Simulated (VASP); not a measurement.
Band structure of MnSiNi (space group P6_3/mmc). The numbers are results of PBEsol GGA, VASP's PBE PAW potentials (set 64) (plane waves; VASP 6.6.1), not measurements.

The run has a spin-polarised start.

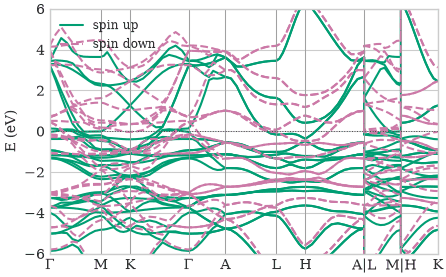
Figure. Bands along high-symmetry lines, zero at the valence-band maximum or, without a gap, the Fermi level

### Question
Read the plot: is there a gap, and where are the band edges?

### Answer
It has no gap at this level: it comes out as a metal or semimetal. (Edges off the drawn lines would not show.)

The structure comes from a computed database's MnSiNi entry (P6_3/mmc); how it stands against other phases isn't given here. It was relaxed first.
